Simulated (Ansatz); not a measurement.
# SnH3 (SMILES [SnH3]) at 6 levels

We compute a comparison of 6 runs (UHF/STO-3G, U-r2SCAN0/STO-3G, U-wB97M-V/STO-3G, UHSE06/STO-3G, UPBE/STO-3G, UCCSD/STO-3G) of SnH3. 

Program for the calculation: Ansatz 0.2.0.

34 further runs of the same task are left out: 3 that didn't finish, 31 set aside as unsound or not needed.

## 1. Starting point

SnH3 has 4 atoms, charge 0, and is taken as a doublet. As SMILES, `[SnH3]`. The H2–Sn1 distance was set to 2.572 Å, away from the relaxed value. At this shape a bond of the SMILES string is far longer than usual.

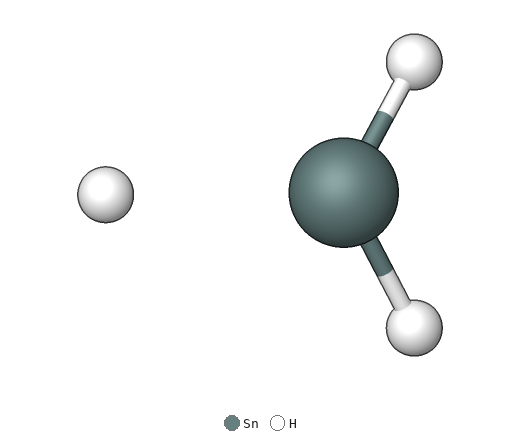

Viewed from a chosen angle; tin teal, hydrogen white.

## 2. The energy at UHF/STO-3G (run 1)

Contents of run.yaml:

```yaml
crystal:
  periodic: [false, false, false]
  atoms:
    - {symbol: Sn, position_ang: [-0.107297, -0.322899, -1.028394]}
    - {symbol: H, position_ang: [1.055200, 0.011000, 1.241700]}
    - {symbol: H, position_ang: [-1.512497, -1.283499, -0.820694]}
    - {symbol: H, position_ang: [-0.542397, 1.201201, -1.682994]}
basis:
  gaussian: {orbitals: STO-3G}
magnetization: {spin_polarized: true, initial_magnetization: 1}
hamiltonian: {xc: hf}
accuracy: high
```

On the command line:

```
$ ansatz run run.yaml --threads 1 --pin off --max-ram 2610MiB --events-out events.jsonl --progress --plain --runs-dir runs
```

The program printed:

```text
Warning: RAYON_NUM_THREADS=1 ignored (pool sized by the plan → 1); use --threads N
Functional definition: HF
  name "HF"
  exchange = exact_x
  correlation = 0
516 factors; integrals over basis functions are off by at most 4.9e-9 eV
mean field evaluation 1: about -162310.5433 eV, gradient 7.4e0 eV
mean field evaluation 2: about -162310.5427 eV, gradient 7.3e0 eV
mean field evaluation 4: about -162311.8872 eV, gradient 2.0e0 eV
mean field evaluation 8: about -162312.4420 eV, gradient 5.1e-1 eV
mean field evaluation 16: about -162312.4472 eV, gradient 1.2e-8 eV
mean field evaluation 32: about -162312.4247 eV, gradient 4.3e-2 eV
mean field -162312.44716154 eV, -5964.8724138582 hartree, gradient 2.0e-8 eV, S^2 1.174112; 2 other end points of the search recorded, 0 dependent functions left out
reference -162312.44716154 eV, -5964.8724138582 hartree; 27, 26 occupied and 3, 4 virtual orbitals, 516 factors
Total energy: -162312.44716154 eV, -5964.8724138582 hartree
```

Wall time 0.75 s (1 thread of Arm Neoverse V1, shared host).

## 3. A single-point energy at U-r2SCAN0/STO-3G (run 2)

Contents of job.yaml:

```yaml
crystal:
  periodic: [false, false, false]
  atoms:
    - symbol: Sn
      position_ang: [-0.107297, -0.322899, -1.028394]
    - symbol: H
      position_ang: [1.055200, 0.011000, 1.241700]
    - symbol: H
      position_ang: [-1.512497, -1.283499, -0.820694]
    - symbol: H
      position_ang: [-0.542397, 1.201201, -1.682994]
basis:
  gaussian:
    orbitals: STO-3G
magnetization:
  spin_polarized: true
  initial_magnetization: 1
hamiltonian:
  xc: {name: r2SCAN0}
accuracy: high
```

On the command line:

```
$ ansatz run job.yaml --threads 1 --pin off --max-ram 2610MiB --events-out events.jsonl --progress --plain --runs-dir runs
```

The program printed:

```text
Warning: RAYON_NUM_THREADS=1 ignored (pool sized by the plan → 1); use --threads N
Functional definition: r2SCAN0
  name "r2SCAN0"
  parameter a = 0.25
  parameter k0 = 0.174
  parameter k1 = 0.065
  parameter a1 = 4.9479
  exchange = (1 - a)*r2scan_x(k0 = k0, k1 = k1, a1 = a1) + a*exact_x
  correlation = r2scan_c
516 factors; integrals over basis functions are off by at most 4.9e-9 eV
mean field evaluation 1: about -162375.3193 eV, gradient 8.9e0 eV
mean field evaluation 2: about -162373.9912 eV, gradient 1.2e1 eV
mean field evaluation 4: about -162376.7522 eV, gradient 4.0e-1 eV
mean field evaluation 8: about -162376.8045 eV, gradient 1.3e-1 eV
mean field evaluation 16: about -162376.7824 eV, gradient 1.9e-3 eV
mean field -162376.78239336 eV, -5967.2366900200 hartree, gradient 2.0e-8 eV, S^2 0.927914; 0 other end points of the search recorded, 0 dependent functions left out
reference -162376.78239408 eV, -5967.2366900462 hartree; 27, 26 occupied and 3, 4 virtual orbitals, 516 factors
Total energy: -162376.78239408 eV, -5967.2366900462 hartree
```

Wall time 8.4 s (1 thread of Arm Neoverse V1, shared host); peak memory 0.22 GiB.

## 4. The energy at U-wB97M-V/STO-3G (run 3)

Contents of job.yaml:

```yaml
crystal:
  periodic: [false, false, false]
  atoms:
    - {symbol: Sn, position_ang: [-0.107297, -0.322899, -1.028394]}
    - {symbol: H, position_ang: [1.055200, 0.011000, 1.241700]}
    - {symbol: H, position_ang: [-1.512497, -1.283499, -0.820694]}
    - {symbol: H, position_ang: [-0.542397, 1.201201, -1.682994]}
basis:
  gaussian: {orbitals: STO-3G}
magnetization: {spin_polarized: true, initial_magnetization: 1}
hamiltonian: {xc: {name: wB97M-V}}
accuracy: high
```

On the command line:

```
$ ansatz run job.yaml --threads 1 --pin off --max-ram 2610MiB --events-out events.jsonl --progress --plain --runs-dir runs
```

The program printed (excerpt; [...] marks lines left out):

```text
Warning: RAYON_NUM_THREADS=1 ignored (pool sized by the plan → 1); use --threads N
Functional definition: wB97M-V
  name "wB97M-V"
[...]
  gx(w, u) = 1 - cx + cx01*u + cx10*w
  gss(w, u) = css00 + css04*u^4 + css10*w + css20*w^2 + css43*w^4*u^3
  gos(w, u) = cos00 + cos10*w + (cos20 + cos21*u)*w^2 + (cos60 + cos61*u)*w^6
[...]
      + integral(e_c_pw_mod_opposite_spin*gos(b97_w_opposite, b97_u_opposite)) + vv10(b, c)
516 factors; integrals over basis functions are off by at most 4.9e-9 eV
113 factors; integrals over basis functions are off by at most 1.0e-9 eV
[...]
mean field -162371.32786967 eV, -5967.0362399715 hartree, gradient 2.7e-8 eV, S^2 0.804301; 2 other end points of the search recorded, 0 dependent functions left out
reference -162371.32787216 eV, -5967.0362400628 hartree; 27, 26 occupied and 3, 4 virtual orbitals, 516 factors
Total energy: -162371.32787216 eV, -5967.0362400628 hartree
```

It took 35 s on 1 thread of Arm Neoverse V1, shared host; peak memory 0.46 GiB.

Runs 4 to 5 aren't shown in full; the table further down has their settings and results.

## 5. The energy at UCCSD/STO-3G (run 6)

job.yaml: that of step 4 with these lines changed.

```diff
@@ -8,5 +8,12 @@
 basis:
-  gaussian: {orbitals: STO-3G}
-magnetization: {spin_polarized: true, initial_magnetization: 1}
-hamiltonian: {xc: {name: wB97M-V}}
+  gaussian:
+    orbitals: STO-3G
+magnetization:
+  spin_polarized: true
+  initial_magnetization: 1
+correlation:
+  method: ccsd
+  frozen_orbitals: {H: 0, Sn: 18}
 accuracy: high
+scf:
+  omitted_lower_state_checks: [cluster_reference, increment]
```

On the command line:

```
$ ansatz run job.yaml --threads 1 --pin off --max-ram 2610MiB --events-out events.jsonl --progress --plain --runs-dir runs
```

The program printed (excerpt; [...] marks lines left out):

```text
Warning: RAYON_NUM_THREADS=1 ignored (pool sized by the plan → 1); use --threads N
[... 2 set-up lines as earlier in the session ...]
[...]
516 factors; integrals over basis functions are off by at most 4.9e-9 eV
[...]
mean field -162312.44716154 eV, -5964.8724138582 hartree, gradient 2.0e-8 eV, S^2 1.174112; 2 other end points of the search recorded, 0 dependent functions left out
18 core orbitals not correlated: weight in the atoms' cores, before any rotation towards them, 1.000 or more for the frozen orbitals, at most 0.000 for the correlated occupied ones
reference -162312.44716154 eV, -5964.8724138582 hartree; 9, 8 occupied and 3, 4 virtual orbitals, 516 factors
second order -0.72040951 eV of doubles, -0.00000000 eV of singles
cycle   1  -1.00382870 eV  change   -2.8e-1 eV  update   6.1e-2
[...]
cycle  29  -1.79455264 eV  change  -6.1e-11 eV  update  1.9e-10
Total energy: -162314.24171418 eV, -5964.9383624514 hartree
Checks for a lower state left out: cluster_reference, increment
```

Wall time 0.93 s (1 thread of Arm Neoverse V1, shared host).

## 6. The series

```
run             level  frozen core orbitals   energy (Eh)   ⟨S²⟩  wall time
  1        UHF/STO-3G                     –  -5964.872414  1.174     0.75 s
  2  U-r2SCAN0/STO-3G                     –  -5967.236690  0.928      8.4 s
  3  U-wB97M-V/STO-3G                     –  -5967.036240  0.804       35 s
  4     UHSE06/STO-3G                     –  -5966.682336  0.812      3.6 s
  5       UPBE/STO-3G                     –  -5966.333359  0.754      2.6 s
  6      UCCSD/STO-3G                    18  -5964.938362  1.174     0.93 s
```

## 7. Outcome

| quantity | value |
| --- | --- |
| run 6: total energy | -5964.93836 Eh |
| run 6: correlation energy (18 core orbitals frozen) | -65.9 mEh |
| run 6: ⟨S²⟩ of the reference determinant | 1.174 |
| run 6: T1 diagnostic | 0.069 |

Totals of different functionals can't be ranked against each other. In runs 1, 2, 3, 4, 5, 6 the basis is minimal, so the values are rough. In runs 1, 2, 3, 4, 5, 6 relativity is left out where basis or elements ask for it. Spin contamination of the reference: run 1 ⟨S²⟩ = 1.17, run 6 ⟨S²⟩ = 1.17, run 2 ⟨S²⟩ = 0.93. All runs together took 51 s, the longest 35 s.
